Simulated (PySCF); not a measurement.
**Run report: RuS2, frequency calculation**

RuS2, multiplicity 5, computed with UKS-based PBE0, Ru def2-SVP with ECP28, S def2-SVP; non-relativistic Hamiltonian with a scalar-relativistic core potential; density fitting (PySCF 2.14.0).

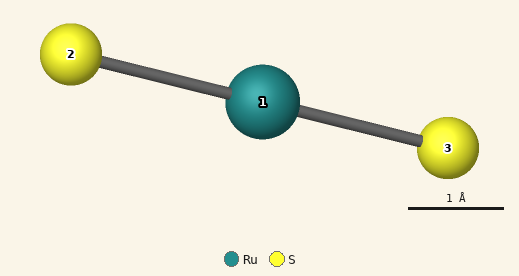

**Figure 1.** The input geometry (ball-and-stick view, seen at a tilt; atoms are numbered from 1 in the order of the input). Sticks mark near contacts.

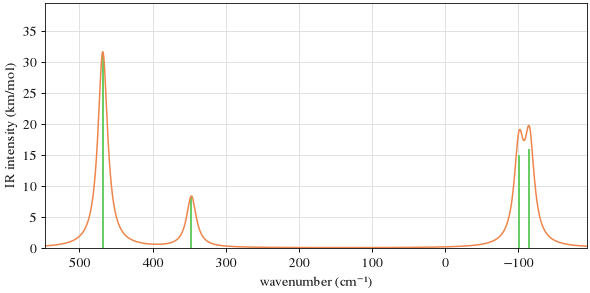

**Figure 2.** Harmonic infrared spectrum, unscaled: sticks (degenerate modes added up, dark ones marked on the axis) with a Lorentzian envelope of 16 cm⁻¹ full width, scaled to the tallest stick; imaginary modes are drawn at negative wavenumbers. 4 modes from 115i to 468 cm⁻¹, 2 imaginary beyond 8i (115i, 101i cm⁻¹): not a minimum. The strongest line is at 468 cm⁻¹ (32 km/mol). All modes, in cm⁻¹ (km/mol): 115i (16.0), 101i (15.1), 347 (8.2), 468 (32). The two bends of a linear molecule should be equal; they aren't, because the electronic state found breaks the axial symmetry.

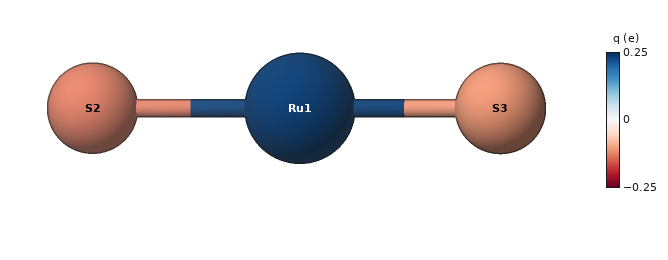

**Figure 3.** Mulliken charges, as the colour of each atom (ball-and-stick view, seen on its broad side; atoms are numbered from 1 in the order of the input). By element: Ru +0.24 and S −0.13 to −0.11 e.

The input and output of the run follow.

Input
```python
from pyscf import gto, scf, dft
mol = gto.M(atom='''
Ru     0.000000     0.000000    -0.014389
S     -0.000000    -0.000000     2.229737
S      0.000000     0.000000    -2.183876''',
    basis={'Ru': 'def2-SVP', 'S': 'def2-SVP'},
    ecp={'Ru': 'def2-SVP'},
    charge=0, spin=4)
mf = dft.UKS(mol, xc='PBE0')
mf.grids.atom_grid = (75, 302)
aux = {'Ru': 'def2-universal-JKFIT', 'S': 'def2-universal-JKFIT'}
mf = mf.density_fit(auxbasis=aux)
mf.conv_tol = 1e-09
mf.diis_space = 10
mf.max_cycle = 60
mf.verbose = 4
mf.kernel()
```

The script is an equivalent of the set-up of the self-consistent field. The run itself was carried out by a driver, which started from the orbitals of the step before it where there was one and computed the further properties.

Launch command:
```bash
OMP_NUM_THREADS=2 python axn.py task.json out
```

Log
```
init E= -890.675595089476
  alpha nocc = 26  HOMO = -0.246397710914541  LUMO = -0.134016097302287
  beta  nocc = 22  HOMO = -0.26364441374696  LUMO = -0.175170678921692
  HOMO = -0.246397710915  LUMO = -0.175170678922  gap/eV = 1.93819
cycle= 1 E= -890.675595089451  delta_E= 2.5e-11  |g|= 6.49e-06  |ddm|= 9.81e-06
  alpha nocc = 26  HOMO = -0.246398768019159  LUMO = -0.134016578556174
  beta  nocc = 22  HOMO = -0.263644761380537  LUMO = -0.175173491610709
  HOMO = -0.246398768019  LUMO = -0.175173491611  gap/eV = 1.93814
Extra cycle  E= -890.675595089145  delta_E= 3.06e-10  |g|= 2.23e-05  |ddm|= 3.29e-05
converged SCF energy = -890.675595089145  <S^2> = 6.6024468  2S+1 = 5.2354357
```

Results in brief

- outcome: converged
- total energy: −890.675595 hartree
- ⟨S²⟩: 6.602
- zero-point energy: 0.001857 hartree
- dipole moment: 0.09 D
- wavenumbers, lowest and highest: 115i and 468 cm⁻¹
- hardware: 2 threads of Arm Neoverse V2, 24 GiB of memory available, shared host
- wall time: 33 s (CPU time 57 s)
- peak memory: 0.68 GiB

Remarks

Checks after the run noted: the SCF density has lower symmetry than the nuclear frame; spin contamination. ⟨S²⟩ is 6.60 against 6.00 for a pure state: the solution is spin-contaminated.
